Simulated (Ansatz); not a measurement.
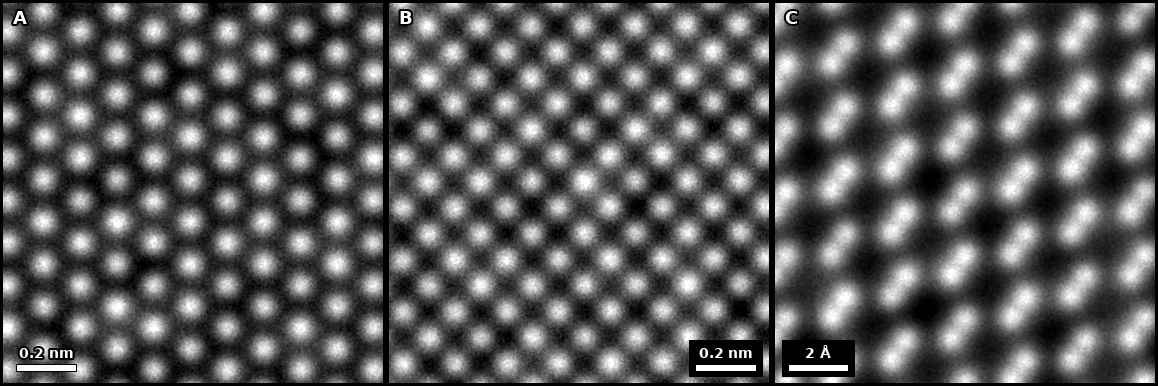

Three views of C (Fd-3m, No. 227) along different zone axes. Simulated as the projected potential of neutral atoms (B = 0.8 Å²) blurred by a 0.50 Å probe, the thin-sample limit of integrated differential phase contrast. Shot noise and the speckle of an amorphous layer were added. Structure used: the input geometry of an electronic-structure calculation (not necessarily at equilibrium); the starting structure was generated, so it need not be a known form of this composition.

Space group Fd-3m:1 (No. 227). a = 3.550 Å, b = 3.550 Å, c = 3.550 Å, α = 90.00°, β = 90.00°, γ = 90.00°
| atom | site | symmetry | x | y | z |
| --- | --- | --- | --- | --- | --- |
| C | 8a | -43m | 0.2500 | 0.7500 | 0.7500 |

**Match the panels to the zone axes [001], [110] and [111].**

A is [111]: projected cell 1.45 × 1.45 Å, 120°, plane group p6mm. B is [001]: projected cell 1.26 × 1.26 Å, 90°, plane group p4mm. C is [110]: projected cell 2.17 × 2.17 Å, 109°, plane group c2mm.
